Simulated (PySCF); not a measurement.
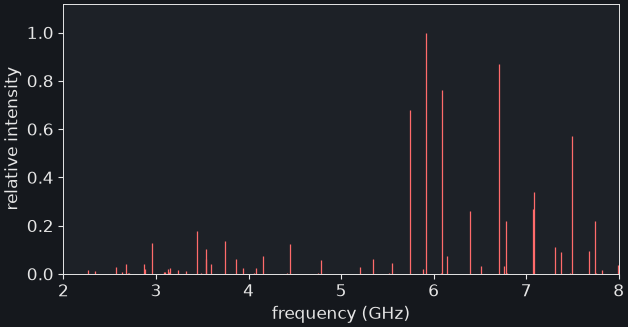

Simulated rotational absorption lines between 2 and 8 GHz at 10 K: rigid rotor with the equilibrium constants and dipole of one optimised conformer (PBE0-D3(BJ)/def2-SVP, PySCF), commonest isotopes; no centrifugal distortion, hyperfine structure, internal rotation or nuclear-spin weights; lines within 1 MHz of each other are summed.

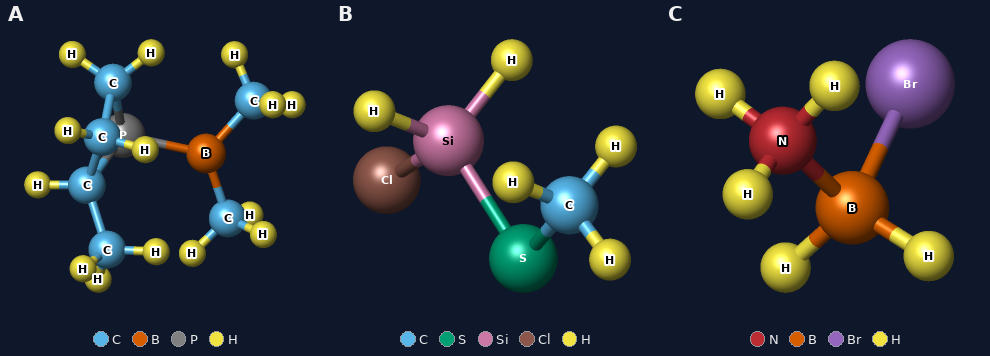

**Which molecule gives this spectrum? Choose among the lettered structures.**

Structure B, CH₅ClSSi, SMILES CS[SiH2]Cl. Rotational constants A, B, C = 10.34, 1.565, 1.394 GHz, |μa|, |μb|, |μc| = 2.04, 1.74, 0.00 D.

Known limits of this run: coarse grid, loose stop and no frequency check, small forces are noise and the end may be a saddle.
